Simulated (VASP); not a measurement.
Band structure of Al (relaxed from the layer:graphite structure). Computed with PBEsol GGA, VASP's PBE PAW potentials (set 64) (plane waves; VASP).

The cell holds a wide vacuum, so values per volume refer to the whole cell.

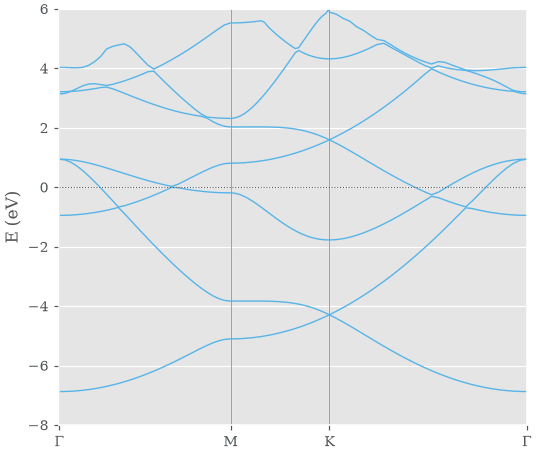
Figure: Bands along high-symmetry lines, zero at the valence-band maximum or, without a gap, the Fermi level

### Question
Read the plot: is there a gap, and where are the band edges?

### Answer
It has no gap at this level: it comes out as a metal or semimetal. (Edges off the drawn lines would not show.)

The cell is a sheet with vacuum, built from a generated structure.
